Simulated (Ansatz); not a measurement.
Run report: CH₃FNSi (charge −1), phonon calculation

System: CH₃FNSi, charge −1, SMILES N=C[SiH-]F.
Method: RKS r2SCAN-D4/def2-SVP (Ansatz 0.2.0).

It belongs to a series of runs on one base structure; here: vibrations at the highest image of the band.

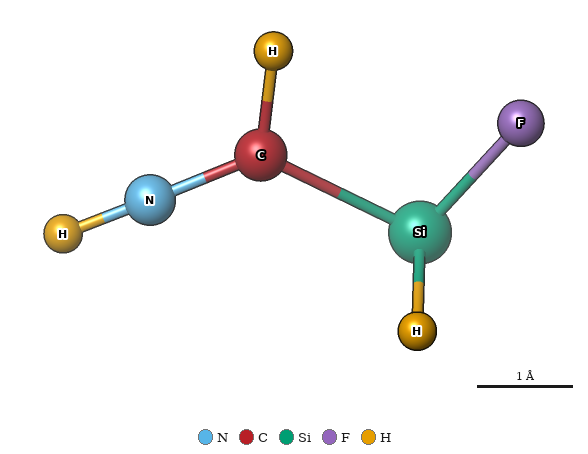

Figure 1. The structure as given in the input (ball-and-stick view, seen on its broad side).

Input file
```yaml
crystal:
  periodic: [false, false, false]
  atoms:
    - { symbol: "N", position_ang: [0.929927, 0.502471, -1.195984] }
    - { symbol: C, position_ang: [0.030209, 0.461042, -0.31238] }
    - { symbol: Si, position_ang: [0.027019, -0.544126, 1.347504] }
    - { symbol: F, position_ang: [-1.592753, -0.247186, 1.807571] }
    - { symbol: H, position_ang: [1.654064, 0.567007, -1.867276] }
    - { symbol: H, position_ang: [-0.882589, 1.170043, -0.404865] }
    - { symbol: H, position_ang: [-0.165867, -1.909251, 0.625429] }
total_charge: -1
basis:
  gaussian: { orbitals: def2-SVP }
hamiltonian:
  xc: r2scan
  dispersion: d4
phonons: {}
```

Command:
```bash
ansatz run input.yaml --threads 1 --pin off --max-ram 2048MiB --backend cpu --events-out ev --progress --plain --runs-dir out
```

The program's output
```
Engine: ansatz 0.2.0, x86_64-unknown-linux-gnu
Functional definition: r2SCAN
  parameter k0 = 0.174
  parameter k1 = 0.065
  parameter a1 = 4.9479
  exchange = r2scan_x(k0 = k0, k1 = k1, a1 = a1)
  correlation = r2scan_c
848 factors; their error is unknown
mean field evaluation 1: about -13157.1550 eV, gradient 3.2e1 eV
mean field evaluation 2: about -13149.6162 eV, gradient 6.4e1 eV
mean field evaluation 4: about -13159.4857 eV, gradient 5.1e0 eV
mean field evaluation 8: about -13159.5462 eV, gradient 2.7e-1 eV
mean field evaluation 16: about -13159.4874 eV, gradient 1.7e-4 eV
mean field -13159.48744011 eV, -483.6022436029 hartree, gradient 1.7e-5 eV, S^2 0.000000; 0 other end points of the search recorded, 0 dependent functions left out
the calculation of the forces begins
reference -13159.48744901 eV, -483.6022439302 hartree; 20, 20 occupied and 55, 55 virtual orbitals, 848 factors
these checks for a lower state are left out or cut short: stability, starts, cluster_reference, orbital_swaps, neighbouring_geometries, increment
848 factors; their error is unknown
mean field -13159.48719184 eV, -483.6022344794 hartree, gradient 2.6e-6 eV, S^2 0.000000; 0 other end points of the search recorded, 0 dependent functions left out
[... from here on the field's lines of each further geometry are left out, up to the last ...]
the calculation of the forces begins
reference -13159.48743944 eV, -483.6022435785 hartree; 20, 20 occupied and 55, 55 virtual orbitals, 848 factors
these checks for a lower state are left out or cut short: stability, starts, cluster_reference, orbital_swaps, neighbouring_geometries, increment
848 factors; their error is unknown
mean field -13159.48742606 eV, -483.6022430867 hartree, gradient 1.7e-6 eV, S^2 0.000000; 0 other end points of the search recorded, 0 dependent functions left out
the calculation of the forces begins
reference -13159.48743496 eV, -483.6022434140 hartree; 20, 20 occupied and 55, 55 virtual orbitals, 848 factors
WARN: phonons: modes at or below zero, which the zero-point energy, F, S and C_V leave out: 1, the lowest at -1247.26 cm⁻¹. A minimum has none, and a first-order saddle one
Total energy: -13159.52302835 eV, -483.6035514469 hartree
Atom 0 at     0.929927     0.502471    -1.195984 Å, force    -0.016924    -0.027182    -0.021285 eV/Å
Atom 1 at     0.030209     0.461042    -0.312380 Å, force     0.006629     0.011886     0.011297 eV/Å
Atom 2 at     0.027019    -0.544126     1.347504 Å, force    -0.003234    -0.001082    -0.003130 eV/Å
Atom 3 at    -1.592753    -0.247186     1.807571 Å, force     0.000193     0.001923     0.002002 eV/Å
Atom 4 at     1.654064     0.567007    -1.867276 Å, force     0.010642     0.015297     0.011179 eV/Å
Atom 5 at    -0.882589     1.170043    -0.404865 Å, force     0.000119    -0.000125    -0.000107 eV/Å
Atom 6 at    -0.165867    -1.909251     0.625429 Å, force     0.002575    -0.000717     0.000043 eV/Å
Dipole moment:     0.081055     0.238320    -0.506418 e Å
Vibrations: -1247.26 138.00 165.12 304.20 347.58 517.86 624.80 710.60 801.12 879.12 1335.71 1693.56 1867.38 2429.25 3989.02 cm⁻¹, zero-point energy 0.979680 eV
```

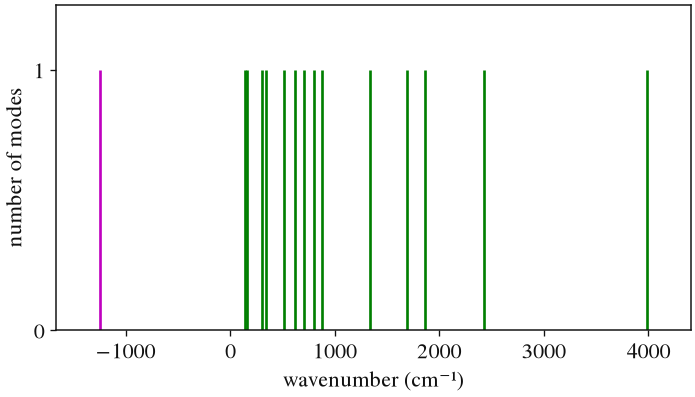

Figure 2. Harmonic vibrational wavenumbers from the force constants; neighbouring modes closer than 24 cm⁻¹ are counted in one stick, and imaginary ones are drawn at negative wavenumbers. 15 modes from 1247i to 3989 cm⁻¹, 1 imaginary beyond 8i (1247i cm⁻¹): a first-order saddle point, if the geometry is stationary.

Summary

```json
{"quantity": "outcome", "value": "converged"}
{"quantity": "total energy", "value": "−13159.5230 eV"}
{"quantity": "mean-field energy", "value": "−13159.4874 eV"}
{"quantity": "largest force (length of the vector)", "value": "0.038 eV/Å"}
{"quantity": "hardware", "value": "1 thread of Intel Xeon (Sapphire Rapids), 192 GiB of memory available, shared host"}
{"quantity": "wall time", "value": "81 s"}
{"quantity": "peak memory", "value": "0.13 GiB"}
```
